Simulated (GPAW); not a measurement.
# Quasiparticle gap of BiOBr (P4/nmm) in GPAW, part 2 of 2

Aim: the G0W0 gap of BiOBr (P4/nmm) on LDA, step by step.

GPAW 26.7.0; LDA and many-body steps on it, plane waves. Known limits of the many-body steps: not at the basis limit; no spin-orbit coupling; coarse k mesh.

So far. Step 2 (Ground state): The gap is indirect, with the least direct gap 0.12 eV higher. Step 3 (Empty states on the mesh, 4×4×2 mesh, 805 bands): On this mesh the gap is 2.139 eV. The earlier step found 2.075 eV, so this mesh misses an edge.

The database entry behind the starting cell differs from later determinations by our own check (0.1 to 0.3 % short, probably kX units), so it need not match the best structure at ambient conditions.

## Step 4: Screening and self-energy, 4×4×2 mesh, 369 bands, screening to 120 eV

Now the one-shot GW correction: screening in the RPA, then the self-energy of the levels asked for.

This step: G0W0 on LDA, plane waves, PAW.

run.py

```python
import json
import numpy as np
from gpaw.mpi import world
from gpaw.response.g0w0 import G0W0

gw = G0W0('full.gpw',
    filename='gw',
    kpts=[0, 1, 7],
    bands=(26, 30),
    ecut=120,
    nbands=369,
    integrate_gamma='WS',
    ppa=True)
gw.calculate()
res = {mode: {k: v for k, v in r.items() if k != 'sigma_eskwn'}
       for mode, r in gw.all_results.items()}

if world.rank == 0:
    with open('result.json', 'w') as f:
        json.dump(res, f, default=lambda x: x.tolist())
```

Command:

```
$ mpirun -n 8 gpaw python run.py
```

Numbers of over 12 decimals in the logs are rounded to 6 here.

The program printed:

```text
Using integrator: PointIntegrator
FrequencyGridDescriptor(from 0.000+0.000j to 0.000+27.211j eV, 2 points)
Nonperiodic BCs:  [False False False]
Using integrator: PointIntegrator
FrequencyGridDescriptor(from 0.000+0.000j to 0.000+27.211j eV, 2 points)
Nonperiodic BCs:  [False False False]
  ___  _ _ _
 |   || | | |
 | | || | | |
 |__ ||_____|
 |___|

BZ k-points: Symmetries present (total): 8

  [... matrices ...]
32 k-points: 4 x 4 x 2 Monkhorst-Pack grid + [1/8,1/8,1/4]
12 k-points in the irreducible part of the Brillouin zone
       k-points in crystal coordinates                weights
   0:     0.00000000    0.00000000    0.00000000          1/32
   1:     0.00000000    0.00000000    0.50000000          1/32
   2:     0.25000000    0.00000000    0.00000000          4/32
   3:     0.25000000    0.00000000    0.50000000          4/32
   4:     0.25000000    0.25000000    0.00000000          4/32
   5:     0.25000000    0.25000000    0.50000000          4/32
   6:     0.50000000    0.00000000    0.00000000          2/32
   7:     0.50000000    0.00000000    0.50000000          2/32
   8:     0.50000000    0.25000000    0.00000000          4/32
   9:     0.50000000    0.25000000    0.50000000          4/32
          ...
  11:     0.50000000    0.50000000    0.50000000          1/32

Distributing spins, k-points and bands (1 x 3 x 4) over 8 processes
Number of blocks: 1

Quasi particle states:
k-points (IBZ indices): [0, 1, 7]
Band range: (26, 30)
  [... matrices ...]
Computational parameters:
Plane wave cut-off: 120 eV
Number of bands: 369
Coulomb cutoff: None
Broadening: 0.1 eV

fxc modes: GW
Kernel: RPA
Using Godby-Needs plasmon-pole approximation:
  Fitting energy: i*E0, E0 = 1.000 Hartree
Summing all q:

Calculating screened Coulomb potential
No Coulomb truncation
FrequencyGridDescriptor(from 0.000+0.000j to 0.000+27.211j eV, 2 points)
Removing empty qpoint cache files...

Calculating chi0 body with:
    Ground state adapter containing:
    Number of spins: 1
    Number of kpoints: 32
    Number of irreducible kpoints: 12
    Number of completely occupied states: 28
    Number of partially occupied states: 28
    Occupied states memory: 11.8125 M / cpu

    Linear response parametrization:
    q_c: [0.0, 0.0, 0.0]
    Number of frequency points: 2
    Planewave cutoff: 120.0
    Number of bands: 369
    Number of planewaves: 371
    Broadening (eta): 1e-06
    comm.size: 8
    kncomm.size: 8
    blockcomm.size: 1

    Memory estimate of potentially large arrays:
        chi0_wGG: 4.200470 M / cpu
Integrating chi0 body.

Symmetries of q_c:
    Direct symmetries (Uq -> q): 8
    Indirect symmetries (TUq -> q): 8
In total 16 allowed symmetries.

  [... matrices ...]
12 groups of equivalent kpoints. 62.5% reduction.

Integral kind: response function
Integrating chi0 head and wings.

Symmetries of q_c:
    Direct symmetries (Uq -> q): 8
    Indirect symmetries (TUq -> q): 8
In total 16 allowed symmetries.

  [... matrices ...]
12 groups of equivalent kpoints. 62.5% reduction.

Integral kind: response function wings

Calculating chi0 body with:
    Ground state adapter containing:
    Number of spins: 1
    Number of kpoints: 32
    Number of irreducible kpoints: 12
    Number of completely occupied states: 28
    Number of partially occupied states: 28
    Occupied states memory: 11.8125 M / cpu

    Linear response parametrization:
[... the further q-points ...]

Results:
f:      Occupation numbers
eps:     KS-eigenvalues [eV]
vxc:     KS vxc [eV]
exx:     Exact exchange [eV]
sigma:   Self-energies [eV]
dsigma:  Self-energy derivatives
Z:       Renormalization factors
qp:      QP-energies [eV]

k-point 0 (0): (0.000, 0.000, 0.000)                GW
band       f     eps     vxc     exx   sigma  dsigma       Z      qp
                                                                   GW
  26   1.000   3.649 -16.363 -19.580   2.489  -0.272   0.786   3.077
  27   1.000   3.728 -15.997 -18.603   1.990  -0.257   0.796   3.238
  28   0.000   6.666 -14.854 -10.534  -3.387  -0.216   0.822   7.433
  29   0.000   7.574 -15.120 -10.881  -3.281  -0.226   0.816   8.355

k-point 1 (1): (0.000, 0.000, 0.500)                GW
band       f     eps     vxc     exx   sigma  dsigma       Z      qp
                                                                   GW
  26   1.000   3.966 -16.762 -19.977   2.468  -0.269   0.788   3.378
  27   1.000   4.286 -16.988 -19.727   2.098  -0.257   0.796   3.775
  28   0.000   6.477 -13.890  -9.827  -3.273  -0.215   0.823   7.127
  29   0.000   6.757 -13.959  -9.494  -3.473  -0.209   0.827   7.577

k-point 2 (7): (0.500, 0.000, 0.500)                GW
band       f     eps     vxc     exx   sigma  dsigma       Z      qp
                                                                   GW
  26   1.000   4.338 -18.227 -20.998   2.418  -0.272   0.786   4.061
  27   1.000   4.338 -18.227 -20.998   2.418  -0.272   0.786   4.061
  28   0.000   8.479 -15.437 -10.990  -3.396  -0.231   0.812   9.332
  29   0.000   8.479 -15.437 -10.989  -3.396  -0.231   0.812   9.333
```

It took 5.1 min on 8 MPI ranks of Intel Xeon Platinum 8488C (Sapphire Rapids), shared host; peak memory 4.6 GiB; 40 min of CPU time.

This step gave:

```
G0W0 gap on the points computed              : 3.067 eV
least direct G0W0 gap on the computed points : 3.352 eV
Z at the valence top                         : 0.7860
Z at the conduction bottom                   : 0.8233
starting gap on the mesh                     : 2.139 eV
k of the valence top                         : 0.5, 0, 0.5
k of the conduction bottom                   : 0, 0, 0.5
```

The gap on the mesh goes from 2.14 eV to 3.07 eV, a correction of +0.93 eV. The start differs from the 2.08 eV found before because the two sample other k points.

Limits: finite bands, cutoff and mesh; no spin-orbit coupling; coarse k mesh. v1 is the top filled band, c1 the lowest empty one. The levels before and after the correction (eV, zero at the valence-band top of each column):

|  | conduction bottom | valence top |
| --- | --- | --- |
| Kohn-Sham | 2.14 | 0.00 |
| G0W0 | 3.07 | 0.00 |

|  | level | energy (eV) |
| --- | --- | --- |
| Kohn-Sham | (0 0 0.5) v2 | -0.372 |
| Kohn-Sham | (0 0 0.5) v1 | -0.052 |
| Kohn-Sham | (0 0 0.5) c1 | 2.139 |
| Kohn-Sham | (0 0 0.5) c2 | 2.419 |
| Kohn-Sham | (0.5 0 0.5) v2-v1 | 0.000 |
| Kohn-Sham | (0.5 0 0.5) c1-c2 | 4.141 |
| G0W0 | (0 0 0.5) v2 | -0.683 |
| G0W0 | (0 0 0.5) v1 | -0.285 |
| G0W0 | (0 0 0.5) c1 | 3.067 |
| G0W0 | (0 0 0.5) c2 | 3.516 |
| G0W0 | (0.5 0 0.5) v2-v1 | 0.000 |
| G0W0 | (0.5 0 0.5) c1-c2 | 5.272 |

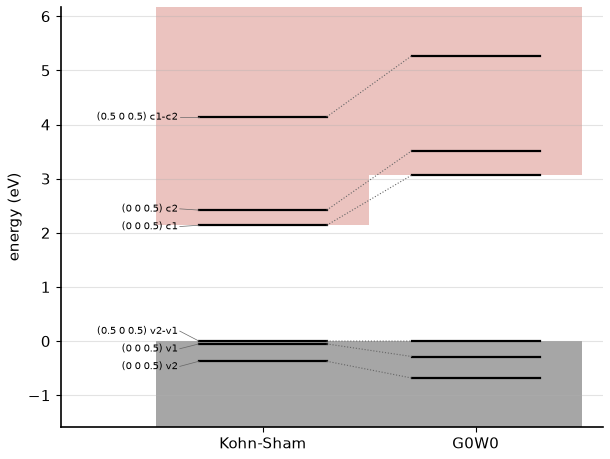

Levels before and after the correction. Shaded: valence and conduction bands.

## Step 5: Where the time went

Times are wall times on 8 MPI ranks of Intel Xeon Platinum 8488C (Sapphire Rapids), shared host, good to a factor of about two.

| step | time | share | memory (GiB) |
| --- | --- | --- | --- |
| ground state | 17 s | 4 % | 1.8 |
| empty states on the mesh | 2 min | 27 % | 11 |
| screening and self-energy | 5.1 min | 69 % | 4.6 |

## Step 6: What came out

| Quantity | Value |
| --- | --- |
| LDA gap | 2.08 eV, indirect |
| G0W0 gap on the mesh | 3.07 eV |
| G0W0 gap over the zone (rigid shift) | 3.00 eV |
| GW settings | 4×4×2 mesh, 369 bands, screening to 120 eV, Godby-Needs plasmon pole |
| known limits | not at the basis limit; no spin-orbit coupling; coarse k mesh |

G0W0 moves the gap on the mesh from 2.14 eV to 3.07 eV (+0.93 eV), with Z of 0.79 and 0.82 at the edges. The mesh misses the band edges by 0.06 eV in all; a rigid shift gives 3.00 eV for the zone. Only 3 of the mesh's irreducible points were corrected, so a valley elsewhere could overtake. The dearest step here is «screening and self-energy». Bands and cutoff are finite, so the gap is not at the basis limit. The miss can reach some tenths of an eV and take either sign; the mesh is an error of its own. These stock PAW sets were not made for GW; the filled d or f shell of Br lies in the frozen core, which bears on start and correction. In the G0W0 run levels were corrected at 3 k points alone, so a gap called «on the mesh» is the least over those, and an edge elsewhere would be missed. A denser mesh or path gives a starting gap of 2.08 eV: the GW mesh misses a band edge, so its gaps are not the fundamental one. The 4×4×2 mesh is coarse for this cell, which bears on the long-range parts of exchange and screening. Where an edge is built on 6p states of lead, bismuth or thallium, scalar-relativistic gaps usually stand too wide, by a few tenths to over one eV. The many-body steps are scalar-relativistic: spin-orbit coupling is not in them.

[Paths, hosts, dates, memory and timing lines, banners, echoed tables and standing remarks are left out of the program output.]

[Logs are printed without paths, hosts, clocks, repeated set-up lines and the standing remarks that a program may print on its own settings, such as how far it seeks lower states.]

[Runs of the session that timed out or met a known fault of the program may be left out.]

[Hosts, paths, dates, database ids (printed as entryN), source tags and the programs' standing remarks are cut or masked in the printed files.]
